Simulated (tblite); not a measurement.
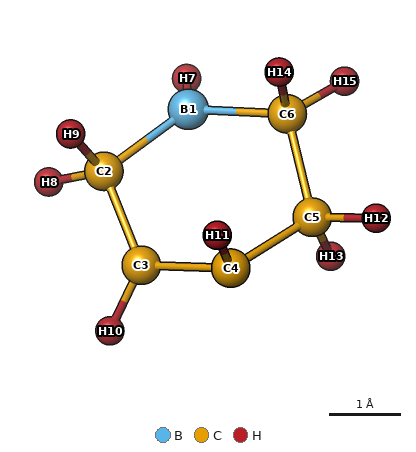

This is the input geometry for a relaxation of C5H9B (charge +1, multiplicity 2). The picture is a ball-and-stick view, seen at a tilt.

Computed with GFN2-xTB geometry optimisation, gas phase (tblite 0.8.0).

```xyz
15

B     0.4786    0.8392    1.0071
C     1.5759   -0.0461    0.2861
C     0.9203   -1.2259   -0.3590
C    -0.3404   -1.0118   -1.1819
C    -1.4112   -0.3088   -0.3236
C    -0.9164    1.0367    0.2247
H     0.5482    1.0934    2.1567
H     2.3364   -0.3938    1.0413
H     2.0923    0.5576   -0.4785
H     1.2698   -2.2299   -0.1778
H    -0.1072   -0.4229   -2.0813
H    -2.3099   -0.1328   -0.9612
H    -1.7211   -0.9693    0.5176
H    -0.7464    1.7503   -0.6113
H    -1.6733    1.4721    0.9191
```

Predict the outcome.

Answer. The energy falls by 229.2 kJ/mol in 110 geometry steps. The atom that moves furthest after the best rigid fit is H11 (1.72 Å). Largest moves by element: H 1.72 Å, C 0.52 Å, B 0.12 Å. Among the contacts that change: C3–C4 1.521 → 1.360 Å, C4–C5 1.542 → 1.470 Å, B1–C6 1.612 → 1.552 Å, C2–H8 1.127 → 1.087 Å. Among the angles between lasting bonds that change: C3–C4–C5 109.8° → 123.4°, B1–C2–H9 109.5° → 95.9°, C3–C4–H11 110.0° → 119.7°.

The structure at the end:

```xyz
15

B     0.5202    0.9504    0.9809
C     1.5659   -0.0349    0.2852
C     0.8821   -1.2039   -0.2563
C    -0.3375   -1.1254   -0.8523
C    -1.2457    0.0194   -0.6904
C    -0.9691    0.8648    0.5529
H     0.9417    1.6876    1.7787
H     2.4681   -0.2953    0.8330
H     1.8668    0.6633   -0.5125
H     1.3717   -2.1658   -0.1635
H    -0.6755   -1.9322   -1.4910
H    -1.1453    0.6155   -1.6138
H    -2.2913   -0.3077   -0.7144
H    -1.4477    1.8417    0.4363
H    -1.5089    0.4306    1.4051
```

After the run, drawn alike:

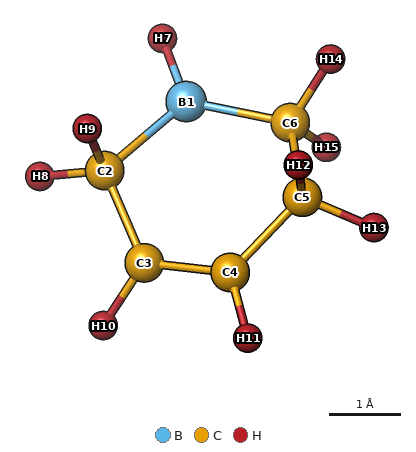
